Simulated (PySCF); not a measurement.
# CH5FSi (SMILES C[SiH2]F) at 6 levels

We compute a comparison of 6 runs (B2PLYP/6-311+G**, B3LYP/6-311+G**, BLYP/6-311+G**, CAM-B3LYP/6-311+G**, M06-L/6-311+G**, TPSS/6-311+G**) of CH5FSi. 

The results are computed with PySCF 2.14.0.

## (1) The structure to begin with

CH5FSi has 8 atoms, charge 0, and is taken as a singlet. As SMILES, `C[SiH2]F`. Geometry: relaxed at PBE0-D4/def2-TZVP.

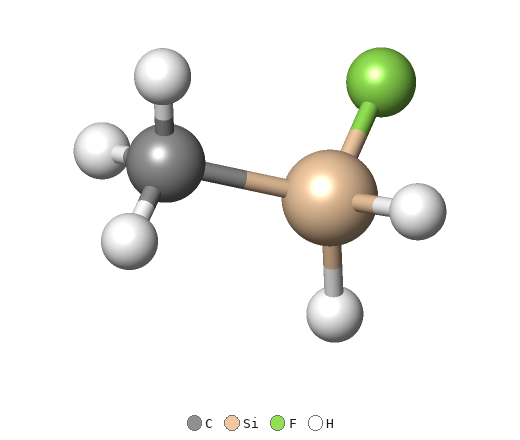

The structure, seen from a chosen angle (carbon grey, silicon light orange, fluorine green, hydrogen white).

## (2) A single-point energy at B2PLYP/6-311+G(d,p) (run 1)

The input, run.py:

```python
# C[SiH2]F
from pyscf import gto, dft, mp

molecule = gto.M(
    atom='''
C   -0.521400   0.700300  -0.437000
Si   0.448400  -0.642000   0.395200
F    1.946500  -0.649600  -0.178800
H   -0.562400   0.542500  -1.517100
H   -1.546700   0.713200  -0.056500
H   -0.077200   1.680300  -0.248400
H    0.538700  -0.420800   1.860700
H   -0.133700  -1.981200   0.126000
''',
    verbose=3,
    spin=0,
    max_memory=1860,
    basis='6-311+g**',
    charge=0,
)

mf = dft.RKS(molecule, xc='0.53*HF + 0.47*B88, 0.73*LYP')
mf.conv_tol = 1e-10
mf.grids.level = 5
mf.kernel()
if not mf.converged:
    mf = mf.newton().run(mf.mo_coeff, mf.mo_occ)

pt = mp.MP2(mf, frozen=7).run()
e_final = mf.e_tot + 0.27 * pt.e_corr
print('PT2 part  %.8f' % (0.27 * pt.e_corr))
print('Final energy', e_final)
```

Started as:

```console
$ OMP_NUM_THREADS=1 python run.py
```

The program printed:

```text
converged SCF energy = -430.166427293256
E(RMP2) = -430.73240174199  E_corr = -0.565974448733465
E(SCS-RMP2) = -430.731625873937  E_corr = -0.565198580681252
PT2 part  -0.15281310
Final energy -430.3192403944142
```

Run time: 20 s. Hardware: 1 thread of Intel Xeon at 2.70GHz, shared host; peak memory 0.53 GiB.

## (3) The energy at B3LYP/6-311+G(d,p) (run 2)

The input, job.py:

```python
from pyscf import gto, dft

mol = gto.Mole()
mol.atom = [
    ('C', (-0.521400, 0.700300, -0.437000)),
    ('Si', (0.448400, -0.642000, 0.395200)),
    ('F', (1.946500, -0.649600, -0.178800)),
    ('H', (-0.562400, 0.542500, -1.517100)),
    ('H', (-1.546700, 0.713200, -0.056500)),
    ('H', (-0.077200, 1.680300, -0.248400)),
    ('H', (0.538700, -0.420800, 1.860700)),
    ('H', (-0.133700, -1.981200, 0.126000)),
]
mol.basis = '6-311+g**'
mol.max_memory = 1860
mol.verbose = 4
mol.build()

mf = dft.RKS(mol, xc='b3lyp')
mf.grids.level = 5
mf.conv_tol = 1e-10
mf.kernel()
if not mf.converged:
    mf = mf.newton().run(mf.mo_coeff, mf.mo_occ)

e_tot = mf.e_tot
print('E(%s) = %.9f' % ('B3LYP', e_tot))
```

Started as:

```console
$ OMP_NUM_THREADS=1 python job.py
```

The program printed:

```text
PySCF version 2.14.0

[... 76 lines left out ...]
converged SCF energy = -430.590823937622
E(B3LYP) = -430.590823938
```

Wall time 23 s (1 thread of Intel Xeon at 2.70GHz, shared host); peak memory 0.53 GiB.

Runs 3 to 5 aren't shown in full; the table further down has their settings and results.

## (4) The energy at TPSS/6-311+G(d,p) (run 6)

The input, run.py:

```python
# C[SiH2]F
from pyscf import gto, dft

mol = gto.Mole()
mol.atom = [
    ('C', (-0.521400, 0.700300, -0.437000)),
    ('Si', (0.448400, -0.642000, 0.395200)),
    ('F', (1.946500, -0.649600, -0.178800)),
    ('H', (-0.562400, 0.542500, -1.517100)),
    ('H', (-1.546700, 0.713200, -0.056500)),
    ('H', (-0.077200, 1.680300, -0.248400)),
    ('H', (0.538700, -0.420800, 1.860700)),
    ('H', (-0.133700, -1.981200, 0.126000)),
]
mol.basis = '6-311+g**'
mol.verbose = 3
mol.max_memory = 1860
mol.build()

calc0 = dft.RKS(mol)
calc0.xc = 'tpss'
calc0.conv_tol = 1e-10
calc0.grids.level = 5
calc0.kernel()
if not calc0.converged:
    calc0 = calc0.newton().run(calc0.mo_coeff, calc0.mo_occ)

e_final = calc0.e_tot
print(f'total energy: {e_final:.8f} hartree')
```

Started as:

```console
$ OMP_NUM_THREADS=1 python run.py
```

The program printed:

```text
converged SCF energy = -430.601605722304
total energy: -430.60160572 hartree
```

Run time: 46 s. Hardware: 1 thread of Intel Xeon at 2.70GHz, shared host; peak memory 0.58 GiB.

## (5) All runs side by side

```csv
run,level,frozen core orbitals,energy (Eh),dipole moment (D),HOMO energy (eV),LUMO energy (eV),wall time
1,B2PLYP/6-311+G**,7,-430.319240,2.01,-10.60,0.64,20 s
2,B3LYP/6-311+G**,–,-430.590824,1.94,-9.10,-0.13,23 s
3,BLYP/6-311+G**,–,-430.522720,1.87,-7.81,-0.51,22 s
4,CAM-B3LYP/6-311+G**,–,-430.523188,1.98,-10.74,0.62,37 s
5,M06-L/6-311+G**,–,-430.542326,1.90,-8.20,-0.05,45 s
6,TPSS/6-311+G**,–,-430.601606,1.86,-8.05,-0.40,46 s
```

## (6) Results

| quantity | value |
| --- | --- |
| run 6: total energy | -430.60161 Eh |
| run 6: dipole moment | 1.86 D |
| run 6: HOMO energy | -8.05 eV |
| run 6: LUMO energy | -0.40 eV |
| run 6: HOMO–LUMO gap | 7.65 eV |

What this shows: The dipole moment (its size) runs from 1.86 D (TPSS/6-311+G**) to 2.01 D (B2PLYP/6-311+G**). A double hybrid's value is that of its SCF part. The HOMO–LUMO gap runs from 7.30 eV (BLYP/6-311+G**) to 11.37 eV (CAM-B3LYP/6-311+G**). Totals of different functionals can't be ranked against each other. All runs together took 3.2 min, the longest 46 s.
